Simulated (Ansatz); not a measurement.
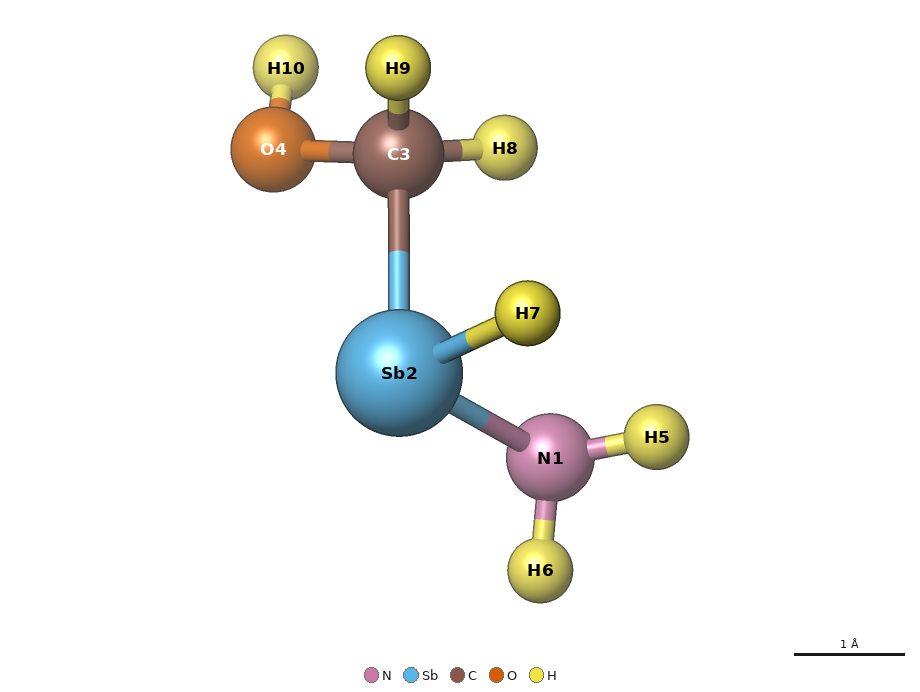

Orthographic view. Depth is shown by fading: the farther an atom, the more it takes the colour of the background. Computed geometry: PBE-D4/def2-SVP optimisation. No frequency run is at hand to confirm it as a minimum.

Write a Z-matrix (Å, degrees) in the order of the atom numbers, with these reference atoms: 2 to 1; 3 to 2, 1; 4 to 3, 2, 1; 5 to 1, 2, 3; 6 to 1, 5, 2; 7 to 2, 1, 5; 8 to 3, 4, 2; 9 to 3, 8, 4; 10 to 4, 3, 8.

```
N  
Sb   1   2.098
C    2   2.209   1    92.8
O    3   1.414   2   106.4   1    98.0
H    1   1.030   2   110.7   3    86.8
H    1   1.030   5   105.8   2  -117.6
H    2   1.753   1    97.1   5    -4.4
H    3   1.116   4   113.6   2   115.0
H    3   1.118   8   108.8   4  -127.7
H    4   0.975   3   107.8   8   -48.6
```
